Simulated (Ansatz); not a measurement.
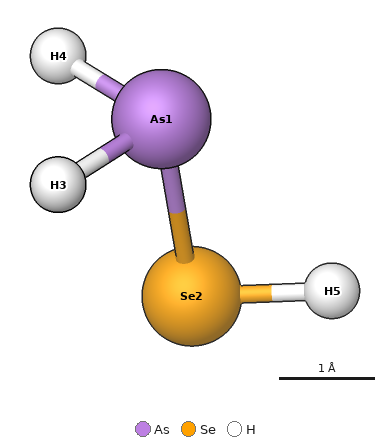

Figure 1. The structure as given in the input (ball-and-stick view, seen at a tilt; atoms are numbered from 1 in the order of the input). Bond lengths as drawn: As–H 1.54 Å, As–Se 2.41 Å and H–Se 1.49 Å.

AsH3Se: geometry relaxation

The run: geometry relaxation of AsH3Se, SMILES [AsH2][SeH]. Method and program: RKS wB97M-V/def2-TZVP (Ansatz 0.2.0).

Figures and captions count atoms from 1; the log counts them from 0 in places.

## Log
```
The last accepted step is kept in [file] (removed where the run ends without a failure and the disk answers)
Engine: ansatz 0.2.0, x86_64-unknown-linux-gnu
Functional definition: wB97M-V
  parameter omega = 0.3/bohr
  parameter cx = 0.15
  parameter cx01 = 1.007
  parameter cx10 = 0.259
  parameter css00 = 0.443
  parameter css04 = -1.437
  parameter css10 = -4.535
  parameter css20 = -3.390
  parameter css43 = 4.278
  parameter cos00 = 1.000
  parameter cos10 = 1.358
  parameter cos20 = 2.924
  parameter cos21 = -8.812
  parameter cos60 = -1.390
  parameter cos61 = 9.142
  parameter b = 6.0
  parameter c = 0.01
  gx(w, u) = 1 - cx + cx01*u + cx10*w
  gss(w, u) = css00 + css04*u^4 + css10*w + css20*w^2 + css43*w^4*u^3
  gos(w, u) = cos00 + cos10*w + (cos20 + cos21*u)*w^2 + (cos60 + cos61*u)*w^6
  exchange = spin_sum(e_x_unif_sr(omega)*gx(b97_w, b97_u_x)) + cx*exact_x_sr(omega) + exact_x_lr(omega)
  correlation = spin_sum(e_c_pw_mod_same_spin*gss(b97_w, b97_u_same))
      + integral(e_c_pw_mod_opposite_spin*gos(b97_w_opposite, b97_u_opposite)) + vv10(b, c)
931 factors; their error is unknown
221 factors; integrals over basis functions are off by at most 4.5e-6 eV
mean field evaluation 1: about -126231.9590 eV, gradient 1.3e1 eV
mean field evaluation 2: about -126232.2017 eV, gradient 1.0e1 eV
mean field evaluation 4: about -126232.3281 eV, gradient 4.7e-1 eV
mean field evaluation 8: about -126232.7184 eV, gradient 3.7e-1 eV
mean field evaluation 16: about -126232.7186 eV, gradient 4.3e-5 eV
mean field -126232.71855516 eV, -4638.9668432924 hartree, gradient 4.3e-5 eV, S^2 0.000000; 0 other end points of the search recorded, 0 dependent functions left out
the calculation of the forces begins
reference -126232.71859214 eV, -4638.9668446513 hartree; 35, 35 occupied and 79, 79 virtual orbitals, 931 factors
relax step   1: F+E_penalty+E_count = -126232.71855516 eV  Δ(F+E_penalty+E_count) = +0.000e0 eV  max|allowed force component| = 6.286e-1 eV/Å  Δτ_max = 0.0000 Å  (28 SCF iters, accepted)
these checks for a lower state are left out or cut short: starts, cluster_reference, orbital_swaps, neighbouring_geometries, increment
931 factors; their error is unknown
221 factors; integrals over basis functions are off by at most 4.3e-6 eV
mean field -126232.74262133 eV, -4638.9677277079 hartree, gradient 1.4e-5 eV, S^2 0.000000; 0 other end points of the search recorded, 0 dependent functions left out
the calculation of the forces begins
reference -126232.74265806 eV, -4638.9677290577 hartree; 35, 35 occupied and 79, 79 virtual orbitals, 931 factors
relax step   2: F+E_penalty+E_count = -126232.74262133 eV  Δ(F+E_penalty+E_count) = -2.407e-2 eV  max|allowed force component| = 1.223e-1 eV/Å  Δτ_max = 0.0350 Å  (33 SCF iters, accepted)
these checks for a lower state are left out or cut short: starts, cluster_reference, orbital_swaps, neighbouring_geometries, increment
931 factors; their error is unknown
221 factors; integrals over basis functions are off by at most 4.3e-6 eV
mean field -126232.74279734 eV, -4638.9677341762 hartree, gradient 1.3e-5 eV, S^2 0.000000; 0 other end points of the search recorded, 0 dependent functions left out
the calculation of the forces begins
reference -126232.74283412 eV, -4638.9677355278 hartree; 35, 35 occupied and 79, 79 virtual orbitals, 931 factors
relax step   3: F+E_penalty+E_count = -126232.74279734 eV  Δ(F+E_penalty+E_count) = -1.760e-4 eV  max|allowed force component| = 8.289e-2 eV/Å  Δτ_max = 0.0286 Å  (34 SCF iters, accepted)
these checks for a lower state are left out or cut short: starts, cluster_reference, orbital_swaps, neighbouring_geometries, increment
931 factors; their error is unknown
221 factors; integrals over basis functions are off by at most 4.3e-6 eV
mean field evaluation 32: about -126232.3558 eV, gradient 6.5e-1 eV
mean field -126232.74436834 eV, -4638.9677919092 hartree, gradient 1.3e-5 eV, S^2 0.000000; 0 other end points of the search recorded, 0 dependent functions left out
the calculation of the forces begins
reference -126232.74440509 eV, -4638.9677932598 hartree; 35, 35 occupied and 79, 79 virtual orbitals, 931 factors
relax step   4: F+E_penalty+E_count = -126232.74436834 eV  Δ(F+E_penalty+E_count) = -1.571e-3 eV  max|allowed force component| = 1.551e-2 eV/Å  Δτ_max = 0.0180 Å  (34 SCF iters, accepted)
these checks for a lower state are left out or cut short: starts, cluster_reference, orbital_swaps, neighbouring_geometries, increment
931 factors; their error is unknown
221 factors; integrals over basis functions are off by at most 4.1e-6 eV
mean field -126232.74461239 eV, -4638.9678008778 hartree, gradient 1.4e-5 eV, S^2 0.000000; 0 other end points of the search recorded, 0 dependent functions left out
the calculation of the forces begins
reference -126232.74464913 eV, -4638.9678022282 hartree; 35, 35 occupied and 79, 79 virtual orbitals, 931 factors
relax step   5: F+E_penalty+E_count = -126232.74461239 eV  Δ(F+E_penalty+E_count) = -2.440e-4 eV  max|allowed force component| = 1.864e-3 eV/Å  Δτ_max = 0.0213 Å  (34 SCF iters, accepted)
these checks for a lower state are left out or cut short: starts, cluster_reference, orbital_swaps, neighbouring_geometries, increment
931 factors; their error is unknown
221 factors; integrals over basis functions are off by at most 4.1e-6 eV
mean field -126232.74464739 eV, -4638.9678021643 hartree, gradient 1.3e-5 eV, S^2 0.000000; 0 other end points of the search recorded, 0 dependent functions left out
the calculation of the forces begins
reference -126232.74468414 eV, -4638.9678035146 hartree; 35, 35 occupied and 79, 79 virtual orbitals, 931 factors
relax step   6: F+E_penalty+E_count = -126232.74464739 eV  Δ(F+E_penalty+E_count) = -3.501e-5 eV  max|allowed force component| = 6.233e-3 eV/Å  Δτ_max = 0.0123 Å  (35 SCF iters, accepted)
these checks for a lower state are left out or cut short: starts, cluster_reference, orbital_swaps, neighbouring_geometries, increment
931 factors; their error is unknown
221 factors; integrals over basis functions are off by at most 4.1e-6 eV
mean field -126232.74464886 eV, -4638.9678022183 hartree, gradient 1.3e-5 eV, S^2 0.000000; 0 other end points of the search recorded, 0 dependent functions left out
the calculation of the forces begins
reference -126232.74468561 eV, -4638.9678035685 hartree; 35, 35 occupied and 79, 79 virtual orbitals, 931 factors
relax step   7: F+E_penalty+E_count = -126232.74464886 eV  Δ(F+E_penalty+E_count) = -1.469e-6 eV  max|allowed force component| = 8.827e-4 eV/Å  Δτ_max = 0.0002 Å  (35 SCF iters, accepted)
931 factors; their error is unknown
221 factors; integrals over basis functions are off by at most 4.1e-6 eV
mean field evaluation 64: about -126232.7446 eV, gradient 1.7e-3 eV
```

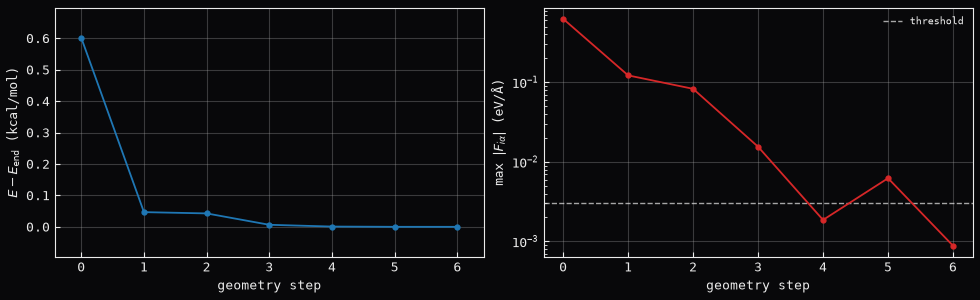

Figure 2. Progress of the relaxation, step by step (the first geometry is step 0 here and step 1 in the log).

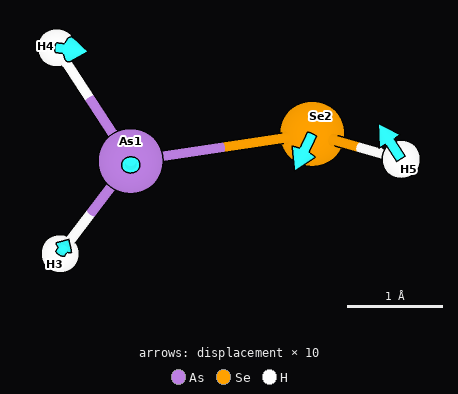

Figure 3. The starting structure with the displacements as teal arrows, magnified 10 times (ball-and-stick view, seen at a tilt). The two geometries are laid on each other by the best rigid fit. Over 6 geometry steps the energy falls by 0.60 kcal/mol. Largest force component: 0.63 eV/Å at the start, 0.00088 eV/Å at the end. The atom that moves furthest after the best rigid fit is H5 (0.046 Å). By element the largest moves are H 0.046 Å, Se 0.046 Å, As 0.022 Å. Distances before and after: As1–Se2 2.411 → 2.376 Å, As1–H3 1.545 → 1.517 Å, Se2–H5 1.485 → 1.464 Å. (Atoms are counted from 1 in the order of the input.)

```
mean field -126232.74464886 eV, -4638.9678022183 hartree, gradient 1.3e-5 eV, S^2 0.000000; 1 other end points of the search recorded, 0 dependent functions left out
the calculation of the forces begins
reference -126232.74468561 eV, -4638.9678035685 hartree; 35, 35 occupied and 79, 79 virtual orbitals, 931 factors
Total energy: -126232.74468561 eV, -4638.9678035685 hartree
Atom 0 at    -0.339887    -0.819927     0.236187 Å, force     0.000839     0.000248     0.000719 eV/Å
Atom 1 at     0.727010     1.275026    -0.107612 Å, force     0.000117    -0.000779     0.000883 eV/Å
Atom 2 at    -0.195646    -1.278352    -1.202486 Å, force    -0.000269    -0.000008    -0.000496 eV/Å
Atom 3 at    -1.740707    -0.297395    -0.019563 Å, force    -0.000257     0.000240    -0.000384 eV/Å
Atom 4 at     1.549231     1.120648     1.093476 Å, force    -0.000430     0.000300    -0.000722 eV/Å
Dipole moment:    -0.060999    -0.162628     0.055127 e Å
```

## Trajectory as extended XYZ (Å, eV, eV/Å), 7 frames, from step=1 to step=7
```
5
Properties=species:S:1:pos:R:3:forces:R:3 step=1 energy=-126232.71855
As   -0.3468   -0.8256    0.2563   -0.2448   0.3524  -0.6286
Se    0.7107    1.3137   -0.0898    0.0921  -0.4292   0.4088
H    -0.1905   -1.2976   -1.2061   -0.0031   0.1393   0.4419
H    -1.7681   -0.3049   -0.0471    0.4212  -0.1357   0.1325
H     1.5947    1.1144    1.0868   -0.2654   0.0732  -0.3547
5
Properties=species:S:1:pos:R:3:forces:R:3 step=2 energy=-126232.74262
As   -0.3479   -0.8140    0.2452   -0.0822  -0.0731  -0.0639
Se    0.6948    1.2826   -0.0929    0.1223   0.0949   0.0697
H    -0.1685   -1.2779   -1.1917   -0.0546   0.0026   0.0609
H    -1.7473   -0.2891   -0.0313    0.0515  -0.0559  -0.0110
H     1.5689    1.0984    1.0707   -0.0370   0.0315  -0.0557
5
Properties=species:S:1:pos:R:3:forces:R:3 step=3 energy=-126232.74280
As   -0.3514   -0.8140    0.2377    0.0260  -0.0635   0.0772
Se    0.7088    1.2867   -0.0811   -0.0250   0.0524  -0.0829
H    -0.1909   -1.2875   -1.1936    0.0282   0.0239  -0.0244
H    -1.7514   -0.3057   -0.0419   -0.0048   0.0449   0.0053
H     1.5850    1.1205    1.0788   -0.0244  -0.0578   0.0247
5
Properties=species:S:1:pos:R:3:forces:R:3 step=4 energy=-126232.74437
As   -0.3484   -0.8153    0.2429   -0.0071  -0.0092  -0.0077
Se    0.7035    1.2883   -0.0887    0.0155   0.0087   0.0010
H    -0.1822   -1.2819   -1.1916   -0.0009   0.0030   0.0058
H    -1.7466   -0.2981   -0.0374    0.0054  -0.0019   0.0060
H     1.5738    1.1070    1.0748   -0.0129  -0.0007  -0.0051
5
Properties=species:S:1:pos:R:3:forces:R:3 step=5 energy=-126232.74461
As   -0.3430   -0.8181    0.2386    0.0014   0.0009  -0.0005
Se    0.7184    1.2803   -0.1010    0.0016  -0.0019  -0.0004
H    -0.1904   -1.2796   -1.1983   -0.0016   0.0001  -0.0007
H    -1.7429   -0.2976   -0.0259    0.0000  -0.0005   0.0006
H     1.5579    1.1150    1.0865   -0.0014   0.0013   0.0010
5
Properties=species:S:1:pos:R:3:forces:R:3 step=6 energy=-126232.74465
As   -0.3400   -0.8199    0.2362    0.0016   0.0011   0.0011
Se    0.7269    1.2751   -0.1077    0.0032  -0.0022   0.0062
H    -0.1954   -1.2784   -1.2025   -0.0011   0.0000  -0.0006
H    -1.7408   -0.2974   -0.0195    0.0001  -0.0001  -0.0010
H     1.5494    1.1205    1.0935   -0.0038   0.0011  -0.0057
5
Properties=species:S:1:pos:R:3:forces:R:3 step=7 energy=-126232.74465
As   -0.3399   -0.8199    0.2362    0.0008   0.0002   0.0007
Se    0.7270    1.2750   -0.1076    0.0001  -0.0008   0.0009
H    -0.1956   -1.2784   -1.2025   -0.0003   0.0000  -0.0005
H    -1.7407   -0.2974   -0.0196   -0.0003   0.0002  -0.0004
H     1.5492    1.1206    1.0935   -0.0004   0.0003  -0.0007
```

This output came from the following input.

## Input file
```yaml
crystal:
  periodic: [false, false, false]
  atoms:
    - { symbol: As, position_ang: [-0.346779, -0.825574, 0.256297] }
    - { symbol: Se, position_ang: [0.710685, 1.3137, -0.089841] }
    - { symbol: H, position_ang: [-0.190498, -1.297627, -1.206114] }
    - { symbol: H, position_ang: [-1.768096, -0.304944, -0.047096] }
    - { symbol: H, position_ang: [1.594688, 1.114445, 1.086755] }
basis:
  gaussian: { orbitals: def2-TZVP }
hamiltonian:
  xc: { name: wB97M-V }
output:
  forces: true
relax:
  f_tol: 0.003
  max_steps: 120
```

Command:
```bash
ansatz run input.yaml --threads 1 --pin off --max-ram 2560MiB --backend cpu --events-out ev --progress --plain --runs-dir out
```

## Results in brief

| quantity | value |
| --- | --- |
| outcome | converged |
| total energy | −126232.7447 eV |
| mean-field energy | −126232.7447 eV |
| largest force (length of the vector) at the end | 0.001 eV/Å |
| hardware | 1 thread of Intel Xeon @ 2.50GHz (Skylake/Cascade Lake), 189 GiB of memory available, shared host |
| wall time | 3.1 min |
| peak memory | 0.33 GiB |
